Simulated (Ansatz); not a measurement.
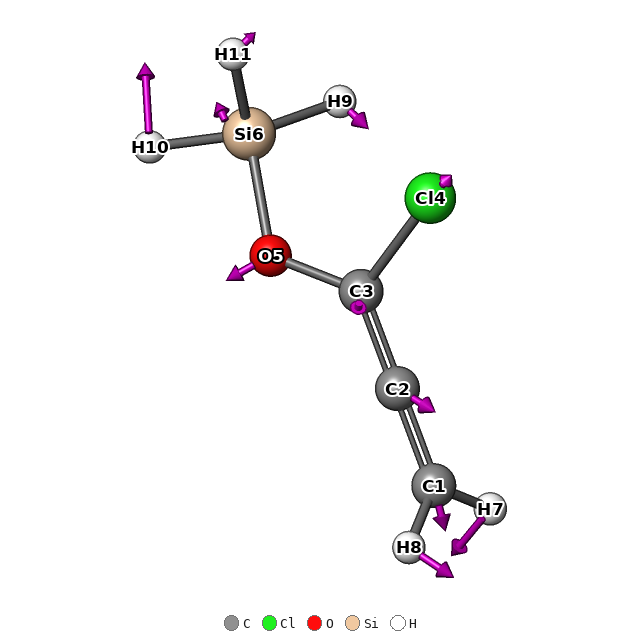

The arrows show one normal mode. Harmonic vibrations computed with RKS PBE0-D4/def2-TZVP (Ansatz 0.2.0) at a stationary point of the same level.

> At what wavenumber does it lie?

568 cm⁻¹; it is mode 9 of 27 counted from the lowest.
